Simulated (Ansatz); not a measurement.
Input file:

```
crystal:
  periodic: [false, false, false]
  atoms:
    - {symbol: C, position_ang: [0.674218, 0.508034, -1.025377]}
    - {symbol: N, position_ang: [0.658102, -0.131229, 0.270691]}
    - {symbol: In, position_ang: [-0.947045, -0.653778, 1.321458]}
    - {symbol: Cl, position_ang: [-2.862209, -0.068501, 0.109856]}
    - {symbol: H, position_ang: [1.180302, -0.103758, -1.782617]}
    - {symbol: H, position_ang: [-0.347924, 0.672808, -1.371900]}
    - {symbol: H, position_ang: [1.170641, 1.486140, -0.997919]}
    - {symbol: H, position_ang: [1.576195, -0.310832, 0.643631]}
    - {symbol: H, position_ang: [-1.102282, -1.398894, 2.832177]}
basis:
  gaussian: {orbitals: def2-TZVPP}
hamiltonian: {xc: pbe0, dispersion: d4}
output: {orbitals: {seedname: orbitals}}
```

Command:

```sh
ansatz run in.yaml --threads 4 --pin off --events-out ev --progress --plain --max-ram 10444MiB
```

Geometry: PBE0-D4/def2-TZVP; core potentials replace the inner electrons of In.

Computed with Ansatz, RKS PBE0-D4/def2-TZVPP.

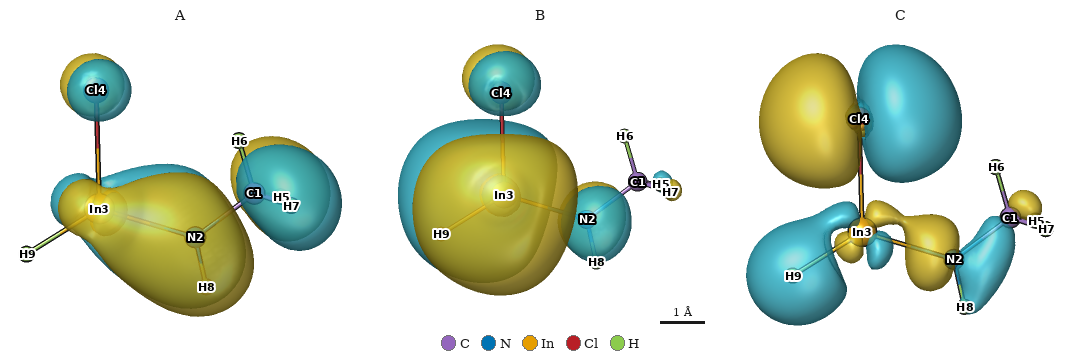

CH$_{5}$ClInN. Three frontier orbitals at ±0.06 Å⁻³ᐟ² (yellow and cyan are the two phases), in no order.

> Which picture is the HOMO−1, the HOMO and the LUMO?

C is the HOMO−1 (−8.37 eV). Its weight (Hirshfeld) is mainly on Cl4 (about 80 %) and In3 (about 10 %); largely a lone pair of Cl4. A is the HOMO (−6.73 eV). It lies mainly on N2 (about 60 %), In3 (about 10 %) and C1 (about 10 %). B is the LUMO (−1.12 eV). By Hirshfeld shares it lies mainly on In3 (about 75 %), N2 (about 10 %) and Cl4 (about 5 %).

> What is the HOMO–LUMO gap?

5.61 eV between the orbital energies.
